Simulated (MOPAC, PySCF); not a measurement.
Bond stretch in SH (anion, charge -1), singlet.

Methods: UHF/6-31G* = unrestricted Hartree-Fock/6-31G*, spherical d (PySCF); PM3, restricted, heats of formation (MOPAC); CASSCF(8,5)/aug-cc-pVDZ (PySCF); RHF/6-31G* = restricted Hartree-Fock/6-31G*, spherical d run with PySCF 2.14.0; NEVPT2 = PySCF with SC-NEVPT2 on CASSCF(8,5)/aug-cc-pVDZ, all electrons correlated.

Energies are in mEh, each relative to the lowest point of its own curve near equilibrium.

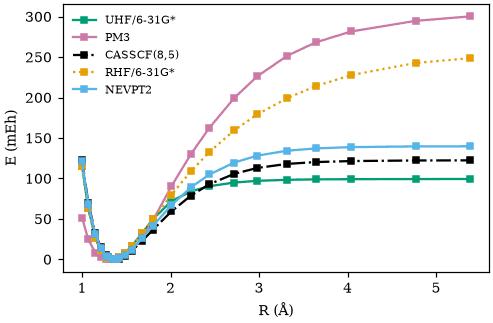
Fig. 1. Energy against bond length for each method.

```
R / Å  UHF/6-31G*    PM3  CASSCF(8,5)  RHF/6-31G*  NEVPT2
-----  ----------  -----  -----------  ----------  ------
1.00        115.6   51.6        123.3       115.6   121.5
1.07         63.1   24.7         69.9        63.1    68.3
1.15         26.7    8.3         32.0        26.7    30.8
1.21         11.2    2.6         15.1        11.2    14.2
1.27          3.0    0.3          5.3         3.0     4.7
1.29          1.5    0.0          3.3         1.5     2.8
1.35          0.0    0.2          0.1         0.0     0.0
1.39          1.0    1.1          0.0         1.0     0.2
1.42          2.6    2.1          0.7         2.6     1.2
1.49          8.4    5.6          4.5         8.4     5.5
1.56         16.2   11.3         10.3        16.2    12.1
1.68         32.3   26.6         22.9        32.3    26.1
1.80         49.7   48.1         36.6        49.7    41.5
2.01         72.0   90.4         59.3        80.0    67.0
2.23         84.1  130.1         78.8       108.9    89.0
2.44         90.5  162.7         92.9       132.9   105.0
2.72         95.0  199.5        105.8       159.5   119.7
2.98         97.1  226.2        113.0       179.2   128.2
3.32         98.4  251.7        118.0       199.4   134.3
3.64         98.9  268.1        120.3       214.0   137.1
4.04         99.1  281.6        121.5       227.7   138.7
4.77         99.3  294.7        122.2       242.7   139.6
5.38         99.3  300.2        122.4       248.6   139.8
```

At the longest distance, 5.38 Å, PM3 lies highest above its minimum (300.2 mEh) and UHF/6-31G* lowest (99.3 mEh).

The unrestricted determinant behind UHF/6-31G* is spin-contaminated at 2.01 to 5.38 Å (<S²> up to 1.0, against 0.00 for a pure singlet). Where the anion isn't bound against loss of the electron, the finite basis alone holds it. The restricted form behind PM3, RHF/6-31G* keeps the bonding electrons paired and can't separate into open-shell fragments.
